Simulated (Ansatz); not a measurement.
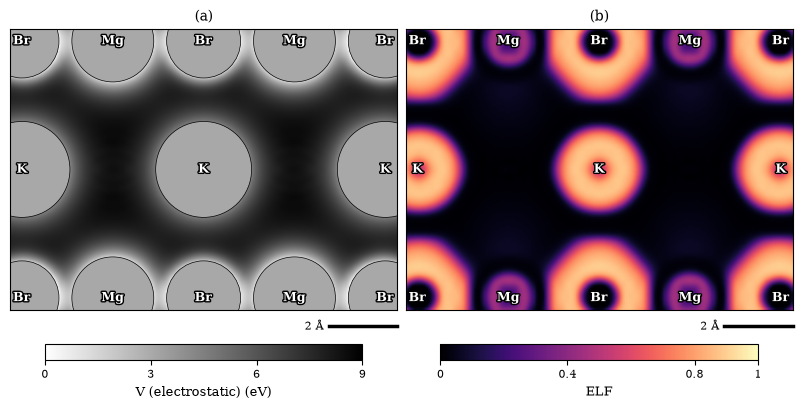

Figure 1: KMgBr3. (a) electrostatic potential energy of an electron; (b) electron localisation function on the (011̄) plane of the conventional cell. Grey discs cover the atomic cores in the potential map.

Space group Pm-3m; started from the cubic perovskite prototype, which need not be the ambient phase.

Level of theory: Ansatz 0.2.0, DFT, r2SCAN, plane waves, PAW.

What does the map show?

Answer.
- Atoms in the plane: K, Mg and Br.
- Mg–Br (2.65 Å): the ELF is about 0.75 at the midpoint: a largely ionic contact.
- K–Br (3.75 Å): the ELF is about 0.05 at the midpoint (a closed-shell, largely ionic contact).
- The features right at K lie inside the PAW spheres, where the map follows smoothed inner orbitals and isn't to be read closely.
- Outside the cores the potential energy rises away from the atoms and is highest about 2.2 Å from the nearest atoms; its zero is arbitrary.
